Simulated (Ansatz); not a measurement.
**CHSi+ (triplet): one geometry, many settings**

Aim: run CHSi+ (triplet) at one geometry under a spread of methods and options, and see what each costs and gives.

Computed with Ansatz 0.2.0, Gaussian basis. Level: the settings change from run to run.

18 further runs of the same task are left out: 6 that didn't finish, 12 set aside as unsound or not needed.

### Step 1. What is computed

The geometry is a PBE0/def2-TZVP stationary point (not a proven minimum) of the parent state, kept for this charge and spin.

3 atoms, charge 1, spin multiplicity 3.

Atoms are counted from 1 here; the program's logs count them from 0.

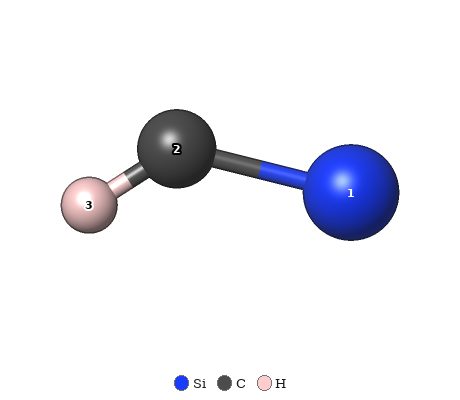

The geometry (silicon blue, carbon dark grey, hydrogen pink); atoms are numbered from 1 in the order of the file.

### Step 2. MP2 on UHF/6-31G

Input file in.yaml:

```yaml
crystal:
  periodic: [false, false, false]
  atoms:
    - {symbol: Si, position_ang: [0.000000, 0.032553, 0.617233]}
    - {symbol: C, position_ang: [0.000000, -0.127023, -1.268554]}
    - {symbol: H, position_ang: [0.000000, 0.606549, -2.082531]}
basis:
  gaussian: {orbitals: 6-31G}
total_charge: 1
magnetization: {spin_polarized: true, initial_magnetization: 2}
correlation: {method: mp2, electrons: outside_noble_gas}
output: {forces: true}
```

Started as:

```bash
> ansatz run in.yaml --threads 1 --pin off --events-out ev --progress --plain --max-ram 2393MiB
```

Log:

```text
Functional definition: HF
  name "HF"
  cite "Fock, Z. Phys. 61, 126 (1930) doi:10.1007/BF01340294"
  parent pbe
  exchange = exact_x
  correlation = 0
299 factors; integrals over basis functions are off by at most 2.7e-4 eV
mean field evaluation 1: about -8891.6784 eV, gradient 2.1e1 eV
mean field evaluation 2: about -8891.6805 eV, gradient 2.1e1 eV
mean field evaluation 4: about -8895.6051 eV, gradient 3.0e0 eV
mean field evaluation 8: about -8896.1040 eV, gradient 1.5e-1 eV
mean field evaluation 16: about -8895.8635 eV, gradient 1.5e0 eV
mean field evaluation 32: about -8895.6051 eV, gradient 3.0e0 eV
mean field -8896.10472533 eV, -326.9258186595 hartree, gradient 4.3e-6 eV, S^2 2.132420; 3 other end points of the search recorded, 0 dependent functions left out
6 core orbitals not correlated: weight in the atoms' cores, before any rotation towards them, 1.000 or more for the frozen orbitals, at most 0.000 for the correlated occupied ones
reference -8896.10472533 eV, -326.9258186595 hartree; 5, 3 occupied and 13, 15 virtual orbitals, 299 factors
second order -2.20290520 eV of doubles, -0.00000000 eV of singles
the calculation of the forces begins
Total energy: -8898.30763053 eV, -327.0067739324 hartree
Atom 0 at     0.000000     0.032553     0.617233 Å, force     0.000000    -0.384118    -0.473389 eV/Å
Atom 1 at     0.000000    -0.127023    -1.268554 Å, force    -0.000000     0.821642     0.872380 eV/Å
Atom 2 at     0.000000     0.606549    -2.082531 Å, force    -0.000000    -0.437524    -0.398991 eV/Å
Dipole moment:     0.000000     0.135025     0.083022 e Å
```

It took 0.24 s on 1 thread of Intel Xeon 6975P-C, shared host.

From the report: ⟨S²⟩ of the determinant 2.132 (pure triplet: 2.00).

### Step 3. CCSD(T) on UHF/6-31G

Changes to in.yaml since step 2:

```diff
@@ -10,3 +10,4 @@
 magnetization: {spin_polarized: true, initial_magnetization: 2}
-correlation: {method: mp2, electrons: outside_noble_gas}
+correlation: {method: ccsd_t, electrons: outside_noble_gas, diis_vectors: 4}
+scf: {omitted_lower_state_checks: [cluster_reference]}
 output: {forces: true}
```

Same command.

Log (excerpt; [...] marks lines left out):

```text
Functional definition: HF
  name "HF"
  cite "Fock, Z. Phys. 61, 126 (1930) doi:10.1007/BF01340294"
  parent pbe
[...]
299 factors; integrals over basis functions are off by at most 2.7e-4 eV
[...]
mean field -8896.10472533 eV, -326.9258186595 hartree, gradient 4.3e-6 eV, S^2 2.132420; 3 other end points of the search recorded, 0 dependent functions left out
6 core orbitals not correlated: weight in the atoms' cores, before any rotation towards them, 1.000 or more for the frozen orbitals, at most 0.000 for the correlated occupied ones
reference -8896.10472533 eV, -326.9258186595 hartree; 5, 3 occupied and 13, 15 virtual orbitals, 299 factors
second order -2.20290520 eV of doubles, -0.00000000 eV of singles
cycle   1  -2.62040234 eV  change   -4.2e-1 eV  update   7.7e-2
[...]
cycle  23  -2.98899619 eV  change   -8.7e-8 eV  update   3.9e-7
perturbative correction -0.07805629 eV, -0.0028685157 hartree
[...]
Total energy: -8899.17177781 eV, -327.0385307592 hartree
Atom 0 at     0.000000     0.032553     0.617233 Å, force    -0.000000    -0.324209    -0.199838 eV/Å
Atom 1 at     0.000000    -0.127023    -1.268554 Å, force    -0.000000     0.567371     0.719995 eV/Å
Atom 2 at     0.000000     0.606549    -2.082531 Å, force    -0.000000    -0.243161    -0.520157 eV/Å
Dipole moment:    -0.000000     0.133902     0.113177 e Å
Checks for a lower state left out: cluster_reference
```

Run time: 0.51 s. Hardware: 1 thread of Intel Xeon 6975P-C, shared host.

From the report: ⟨S²⟩ of the determinant 2.132 (pure triplet: 2.00); correlation -3.0671 eV; T1 0.043; largest double amplitude 0.08.

### Step 4. CASCI(4,3)/6-31G*

Input file in.yaml:

```yaml
crystal:
  periodic: [false, false, false]
  atoms:
    - {symbol: Si, position_ang: [0.000000, 0.032553, 0.617233]}
    - {symbol: C, position_ang: [0.000000, -0.127023, -1.268554]}
    - {symbol: H, position_ang: [0.000000, 0.606549, -2.082531]}
basis:
  gaussian: {orbitals: "6-31G*"}
total_charge: 1
magnetization: {spin_polarized: false, initial_magnetization: 2}
correlation: {active_space: {window: {electrons: 4, orbitals: 3}, fixed_orbitals: true}}
output: {forces: true}
```

The command is unchanged.

Log (excerpt; [...] marks lines left out):

```text
Functional definition: HF
  name "HF"
  cite "Fock, Z. Phys. 61, 126 (1930) doi:10.1007/BF01340294"
  parent pbe
[...]
341 factors; integrals over basis functions are off by at most 9.4e-4 eV
[...]
mean field -8896.74978461 eV, -326.9495241509 hartree, gradient 1.6e-6 eV, S^2 2.000000; 5 other end points of the search recorded, 0 dependent functions left out
reference -8896.74978461 eV, -326.9495241509 hartree; 11, 9 occupied and 25, 27 virtual orbitals, 341 factors
state -8896.74978461 eV, -326.9495241509 hartree
[...]
Total energy: -8896.74978461 eV, -326.9495241509 hartree
Atom 0 at     0.000000     0.032553     0.617233 Å, force     0.000000    -0.456941    -2.043598 eV/Å
Atom 1 at     0.000000    -0.127023    -1.268554 Å, force     0.000000     1.261110     1.881389 eV/Å
Atom 2 at     0.000000     0.606549    -2.082531 Å, force    -0.000000    -0.804170     0.162209 eV/Å
Dipole moment:    -0.000000     0.138919     0.151684 e Å
```

Wall time 0.33 s (1 thread of Intel Xeon 6975P-C, shared host).

From the report: 4 determinants; active occupations 2.00, 1.00, 1.00. With so small a space the active step adds no correlation: the energy is the mean field's.

### Step 5. HF/6-31G

Input file in.yaml:

```yaml
crystal:
  periodic: [false, false, false]
  atoms:
    - {symbol: Si, position_ang: [0.000000, 0.032553, 0.617233]}
    - {symbol: C, position_ang: [0.000000, -0.127023, -1.268554]}
    - {symbol: H, position_ang: [0.000000, 0.606549, -2.082531]}
basis:
  gaussian: {orbitals: 6-31G}
total_charge: 1
magnetization: {spin_polarized: false, initial_magnetization: 2}
hamiltonian: {xc: hf}
scf: {lower_state_search: off}
output: {forces: true, orbitals: {seedname: orbitals}}
```

Same command.

Log (excerpt; [...] marks lines left out):

```text
Functional definition: HF
  name "HF"
  cite "Fock, Z. Phys. 61, 126 (1930) doi:10.1007/BF01340294"
  parent pbe
[...]
299 factors; integrals over basis functions are off by at most 2.7e-4 eV
[...]
mean field -8895.89954967 eV, -326.9182785930 hartree, gradient 2.9e-6 eV, S^2 2.000000; 0 other end points of the search recorded, 0 dependent functions left out
[...]
reference -8895.89954967 eV, -326.9182785930 hartree; 11, 9 occupied and 13, 15 virtual orbitals, 299 factors
Total energy: -8895.89954967 eV, -326.9182785930 hartree
Atom 0 at     0.000000     0.032553     0.617233 Å, force     0.000000    -0.368541    -0.809924 eV/Å
Atom 1 at     0.000000    -0.127023    -1.268554 Å, force    -0.000000     1.168232     0.693801 eV/Å
Atom 2 at     0.000000     0.606549    -2.082531 Å, force     0.000000    -0.799691     0.116123 eV/Å
Dipole moment:    -0.000000     0.153458     0.155959 e Å
Checks for a lower state left out: stability, starts, cluster_reference, orbital_swaps, neighbouring_geometries, increment
```

Run time: 0.15 s. Hardware: 1 thread of Intel Xeon 6975P-C, shared host.

### Step 6. MP2 on ROHF/def2-SVP

Input file in.yaml:

```yaml
crystal:
  periodic: [false, false, false]
  atoms:
    - {symbol: Si, position_ang: [0.000000, 0.032553, 0.617233]}
    - {symbol: C, position_ang: [0.000000, -0.127023, -1.268554]}
    - {symbol: H, position_ang: [0.000000, 0.606549, -2.082531]}
basis:
  gaussian: {orbitals: def2-SVP, fitting: {mean_field: def2-universal-jkfit}}
total_charge: 1
magnetization: {spin_polarized: false, initial_magnetization: 2}
correlation: {method: mp2, electrons: all}
output: {forces: true}
```

Same command.

Log (excerpt; [...] marks lines left out):

```text
Functional definition: HF
  name "HF"
  cite "Fock, Z. Phys. 61, 126 (1930) doi:10.1007/BF01340294"
  parent pbe
[...]
221 factors; integrals over basis functions are off by at most 2.6e-1 eV
[...]
mean field -8893.77263100 eV, -326.8401157735 hartree, gradient 1.9e-6 eV, S^2 2.000000; 5 other end points of the search recorded, 0 dependent functions left out
[...]
reference -8893.77263100 eV, -326.8401157735 hartree; 11, 9 occupied and 26, 28 virtual orbitals, 221 factors
second order -4.06705686 eV of doubles, -0.08956731 eV of singles
[...]
Total energy: -8897.92925517 eV, -326.9928688943 hartree
Atom 0 at     0.000000     0.032553     0.617233 Å, force    -0.000000    -0.508870    -1.822951 eV/Å
Atom 1 at     0.000000    -0.127023    -1.268554 Å, force    -0.000000     0.887613     2.314289 eV/Å
Atom 2 at     0.000000     0.606549    -2.082531 Å, force     0.000000    -0.378743    -0.491338 eV/Å
Dipole moment:     0.000000     0.132635     0.108021 e Å
```

Wall time 0.45 s (1 thread of Intel Xeon 6975P-C, shared host).

### Step 7. HF/6-31G

Input file in.yaml:

```yaml
crystal:
  periodic: [false, false, false]
  atoms:
    - {symbol: Si, position_ang: [0.000000, 0.032553, 0.617233]}
    - {symbol: C, position_ang: [0.000000, -0.127023, -1.268554]}
    - {symbol: H, position_ang: [0.000000, 0.606549, -2.082531]}
basis:
  gaussian: {orbitals: 6-31G}
total_charge: 1
magnetization: {spin_polarized: false, initial_magnetization: 2}
hamiltonian: {xc: hf}
output: {orbitals: {seedname: orbitals}}
```

Launched as before.

Log:

```text
Functional definition: HF
  name "HF"
  cite "Fock, Z. Phys. 61, 126 (1930) doi:10.1007/BF01340294"
  parent pbe
  exchange = exact_x
  correlation = 0
299 factors; integrals over basis functions are off by at most 2.7e-4 eV
mean field evaluation 1: about -8891.8668 eV, gradient 2.5e1 eV
mean field evaluation 2: about -8891.8685 eV, gradient 2.5e1 eV
mean field evaluation 4: about -8895.2557 eV, gradient 3.0e0 eV
mean field evaluation 8: about -8895.8956 eV, gradient 5.4e-1 eV
mean field evaluation 16: about -8885.0846 eV, gradient 3.9e1 eV
mean field evaluation 32: about -8892.5638 eV, gradient 1.5e0 eV
mean field -8895.89954967 eV, -326.9182785930 hartree, gradient 1.2e-5 eV, S^2 2.000000; 0 other end points of the search recorded, 0 dependent functions left out
reference -8895.89954967 eV, -326.9182785930 hartree; 11, 9 occupied and 13, 15 virtual orbitals, 299 factors
Total energy: -8895.89954967 eV, -326.9182785930 hartree
```

Run time: 0.12 s. Hardware: 1 thread of Intel Xeon 6975P-C, shared host.

### Step 8. CASCI(4,4)/6-31G

Changes to in.yaml since step 7:

```diff
@@ -7,6 +7,8 @@
 basis:
-  gaussian: {orbitals: 6-31G}
+  gaussian: {orbitals: 6-31G, fitting: {mean_field: def2-universal-jkfit}}
 total_charge: 1
 magnetization: {spin_polarized: false, initial_magnetization: 2}
-hamiltonian: {xc: hf}
-output: {orbitals: {seedname: orbitals}}
+correlation: {active_space: {window: {electrons: 4, orbitals: 4}, fixed_orbitals: true}}
+accuracy: high
+scf: {lower_state_search: off}
+output: {forces: true}
```

Launched as before.

Log (excerpt; [...] marks lines left out):

```text
Functional definition: HF
  name "HF"
  cite "Fock, Z. Phys. 61, 126 (1930) doi:10.1007/BF01340294"
  parent pbe
[...]
221 factors; integrals over basis functions are off by at most 4.6e-2 eV
[...]
mean field -8895.89940500 eV, -326.9182732767 hartree, gradient 3.7e-8 eV, S^2 2.000000; 0 other end points of the search recorded, 0 dependent functions left out
reference -8895.89940500 eV, -326.9182732767 hartree; 11, 9 occupied and 13, 15 virtual orbitals, 221 factors
state -8896.07401946 eV, -326.9246902395 hartree
[...]
Total energy: -8896.07401946 eV, -326.9246902395 hartree
Atom 0 at     0.000000     0.032553     0.617233 Å, force    -0.000000    -0.378937    -1.069622 eV/Å
Atom 1 at     0.000000    -0.127023    -1.268554 Å, force    -0.000000     1.270739     0.821524 eV/Å
Atom 2 at     0.000000     0.606549    -2.082531 Å, force     0.000000    -0.891802     0.248097 eV/Å
Dipole moment:     0.000000     0.152124     0.185802 e Å
Checks for a lower state left out: starts, cluster_reference, orbital_swaps, neighbouring_geometries, increment
```

It took 0.09 s on 1 thread of Intel Xeon 6975P-C, shared host.

From the report: 18 determinants; active occupations 1.96, 1.00, 1.00, 0.04.

### Step 9. CCSD(T) on ROHF/cc-pVDZ

Input file in.yaml:

```yaml
crystal:
  periodic: [false, false, false]
  atoms:
    - {symbol: Si, position_ang: [0.000000, 0.032553, 0.617233]}
    - {symbol: C, position_ang: [0.000000, -0.127023, -1.268554]}
    - {symbol: H, position_ang: [0.000000, 0.606549, -2.082531]}
basis:
  gaussian: {orbitals: cc-pVDZ}
total_charge: 1
magnetization: {spin_polarized: false, initial_magnetization: 2}
hamiltonian: {pseudopotentials: {relativity: none}}
correlation: {method: ccsd_t, electrons: outside_noble_gas}
```

Same command.

Log (excerpt; [...] marks lines left out):

```text
Functional definition: HF
  name "HF"
  cite "Fock, Z. Phys. 61, 126 (1930) doi:10.1007/BF01340294"
  parent pbe
[...]
362 factors; integrals over basis functions are off by at most 6.7e-4 eV
[...]
mean field -8897.29581348 eV, -326.9695903418 hartree, gradient 2.8e-6 eV, S^2 2.000000; 6 other end points of the search recorded, 0 dependent functions left out
[...]
determinant -8897.29581348 eV, -326.9695903418 hartree, with singles and doubles -8902.19282172 eV, -327.1495520751 hartree
determinant -8894.16597072 eV, -326.8545707417 hartree, with singles and doubles -8898.74209490 eV, -327.0227402036 hartree
determinant -8893.92062877 eV, -326.8455545914 hartree, with singles and doubles -8899.70290966 eV, -327.0580494947 hartree
6 core orbitals not correlated: weight in the atoms' cores, before any rotation towards them, 1.000 or more for the frozen orbitals, at most 0.000 for the correlated occupied ones
reference -8897.29581348 eV, -326.9695903418 hartree; 5, 3 occupied and 26, 28 virtual orbitals, 362 factors
second order -3.83248811 eV of doubles, -0.08925584 eV of singles
cycle   1  -4.89747182 eV  change   -4.6e-4 eV  update   3.3e-3
[...]
cycle   9  -4.90224586 eV  change    5.9e-6 eV  update   8.7e-6
perturbative correction -0.15781050 eV, -0.0057994288 hartree
Total energy: -8902.35586984 eV, -327.1555439830 hartree
```

Wall time 0.96 s (1 thread of Intel Xeon 6975P-C, shared host).

From the report: correlation -5.0601 eV; T1 0.048; largest double amplitude 0.07.

### Step 10. HF/6-31++G**

Input file in.yaml:

```yaml
crystal:
  periodic: [false, false, false]
  atoms:
    - {symbol: Si, position_ang: [0.000000, 0.032553, 0.617233]}
    - {symbol: C, position_ang: [0.000000, -0.127023, -1.268554]}
    - {symbol: H, position_ang: [0.000000, 0.606549, -2.082531]}
basis:
  gaussian: {orbitals: "6-31++G**"}
total_charge: 1
magnetization: {spin_polarized: false, initial_magnetization: 2}
hamiltonian: {xc: hf}
output: {forces: true, orbitals: {seedname: orbitals}}
```

Launched as before.

Log (excerpt; [...] marks lines left out):

```text
Functional definition: HF
  name "HF"
  cite "Fock, Z. Phys. 61, 126 (1930) doi:10.1007/BF01340294"
  parent pbe
[...]
415 factors; integrals over basis functions are off by at most 1.4e-3 eV
[...]
mean field -8896.83370841 eV, -326.9526082937 hartree, gradient 5.0e-5 eV, S^2 2.000000; 1 other end points of the search recorded, 0 dependent functions left out
[...]
reference -8896.83370841 eV, -326.9526082937 hartree; 11, 9 occupied and 37, 39 virtual orbitals, 415 factors
Total energy: -8896.83370841 eV, -326.9526082937 hartree
Atom 0 at     0.000000     0.032553     0.617233 Å, force     0.000000    -0.464572    -2.033411 eV/Å
Atom 1 at     0.000000    -0.127023    -1.268554 Å, force     0.000000     1.240141     1.924770 eV/Å
Atom 2 at     0.000000     0.606549    -2.082531 Å, force    -0.000000    -0.775569     0.108641 eV/Å
Dipole moment:     0.000000     0.141743     0.166633 e Å
```

Run time: 0.36 s. Hardware: 1 thread of Intel Xeon 6975P-C, shared host.

### Step 11. All runs side by side

Where basis and cores are those of an earlier FCI/6-31G run (-8899.2099 eV), and the state is the same kind, the miss against it is given.

| level | correlated | functions | energy (eV) | from FCI (meV) | time |
| --- | --- | --- | --- | --- | --- |
| MP2 on UHF/6-31G | outside noble gas | 24 | -8898.3076 | 902.3 | 0.24 s |
| CCSD(T) on UHF/6-31G | outside noble gas | 24 | -8899.1718 | 38.1 | 0.51 s |
| CASCI(4,3)/6-31G* |  | 36 | -8896.7498 |  | 0.33 s |
| HF/6-31G |  | 24 | -8895.8995 | 3310.3 | 0.15 s |
| MP2 on ROHF/def2-SVP | all | 37 | -8897.9293 |  | 0.45 s |
| HF/6-31G |  | 24 | -8895.8995 | 3310.3 | 0.12 s |
| CASCI(4,4)/6-31G |  | 24 | -8896.0740 | 3135.9 | 0.09 s |
| CCSD(T) on ROHF/cc-pVDZ | outside noble gas | 37 | -8902.3559 |  | 0.96 s |
| HF/6-31++G** |  | 48 | -8896.8337 |  | 0.36 s |

### Step 12. What came out

```
quantity                            value
    runs                                9
quickest         CASCI(4,4)/6-31G, 0.09 s
 slowest  CCSD(T) on ROHF/cc-pVDZ, 0.96 s
```

In words: Total energies in different bases, with other cores or another treatment of relativity can't be set against each other. CCSD(T) on ROHF/cc-pVDZ took 11 times as long as CASCI(4,4)/6-31G; the jobs differ in more than the method. Among the correlated runs with a miss given, it spans +38 to +902 meV. Hartree-Fock, CASSCF and CASCI lack dynamic correlation by design.
